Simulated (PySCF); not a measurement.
```xyz
16

C    -2.0104   -1.0772    0.4274
C    -2.1264    0.2836   -0.0394
C    -1.5530    1.3665   -0.4255
C    -0.0455    1.5472   -0.5213
C     0.3976    2.7123   -0.9179
S     0.6805    4.1707   -1.4101
C     0.7966    0.4726   -0.1837
C     1.5289   -0.4406    0.1002
C     2.4110   -1.5331    0.4420
H    -2.4851   -1.7649   -0.2739
H    -2.4820   -1.1896    1.4047
H    -0.9501   -1.3449    0.5181
H    -2.0950    2.2522   -0.7184
H     1.9736   -2.4833    0.1331
H     2.5843   -1.5561    1.5186
H     3.3672   -1.4064   -0.0654
```

Geometry: GFN2-xTB.

Computed with UKS B3LYP, pcH-1 on C H S, non-relativistic, mean-field spin-orbit, GIAO (PySCF).

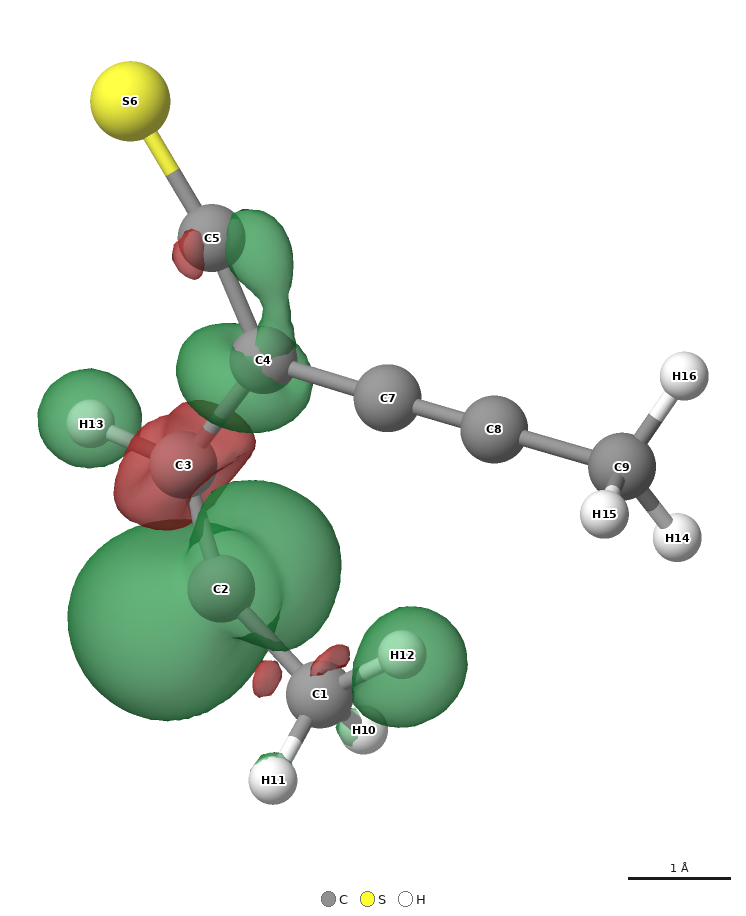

C₈H₇S (SMILES C/[C]=C\C(=C=S)C#CC) (doublet). Isosurfaces of the spin density at +0.02 (green) and −0.02 e/Å³ (red), seen at a tilt.

Question: Where is the unpaired spin?

Answer: The unpaired spin (1 electron) lies mostly on C2 (about 0.7), in electrons by Hirshfeld's partition.
